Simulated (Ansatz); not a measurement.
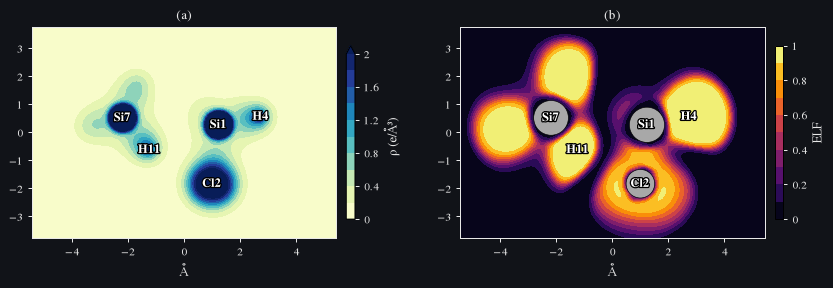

Figure 1: ClH3OSi···SiH4. (a) total electron density; (b) electron localisation function on the plane of atoms Cl2, Si1 and H4. Grey discs cover the atomic cores in the ELF map.

Not at a stationary point (largest force 0.8 eV/Å).

Level of theory: RKS PBE-D4/def2-SVP (Ansatz).

```xyz
11

Si   -0.1649    0.3088   -0.0049
Cl   -0.7464    0.7251    1.9861
H     1.3261    0.3886   -0.0783
H    -0.7923    1.3468   -0.8842
O    -0.7587   -1.1835   -0.4724
H    -1.1276   -1.7595    0.2228
Si    1.5350   -2.4177    1.2039
H     0.5485   -3.5331    0.9797
H     2.1522   -2.0155   -0.1027
H     2.6173   -2.9247    2.1186
H     0.8651   -1.2808    1.8654
```

What do the fields say about this system?

Answer. The plane passes through Si, Cl and H nuclei. Si1···Si7 (3.43 Å): the density falls to about 0.07 e/Å³ on the way; the ELF dips to about 0.05 between them. Si–Cl (2.12 Å): ρ is about 0.77 e/Å³ halfway; the ELF peaks at about 0.85 between the atoms: a shared but strongly polarised pair. Si–H (1.48 Å): ρ is about 0.78 e/Å³ halfway; the ELF climbs to about 1 towards the hydrogen, as it does in any bond to H. The ELF also peaks beside Cl2, away from the bonds: lone-pair regions.
